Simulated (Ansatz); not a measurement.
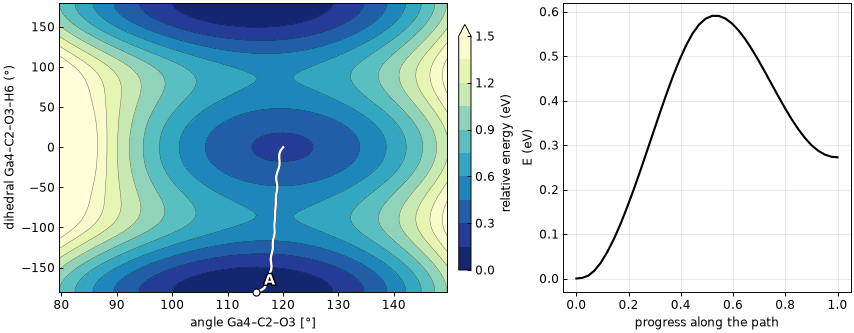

CH4GaNO, SMILES N=[C](O)[GaH2]. First axis: angle Ga4–C2–O3. Second axis: dihedral Ga4–C2–O3–H6. Nothing is relaxed (all other coordinates rigid). The scan uses a 9 × 9 grid. Points are written as (first, second). Energies are in eV, from the lowest grid point. Level of theory: RKS r2SCAN-D4/def2-TZVP in Ansatz.

In the figure: filled contours, a line along the lowest path, one colour for all values above the top of the scale, the energy along the path at the right, the start A. Between grid points the surface is interpolated.

Q: Describe the path and its barrier.

A: The easiest path leads from the well at (114.6°, −180°) to the well at about (120°, 0°), about 0.27 eV higher. Its highest point lies about 0.59 eV above the bottom of the first well on the interpolated surface, at about (119°, −90°). Seen from the upper well the barrier is about 0.32 eV. The start is the relaxed structure and all else is held, so a fully relaxed path at this level can only be lower.
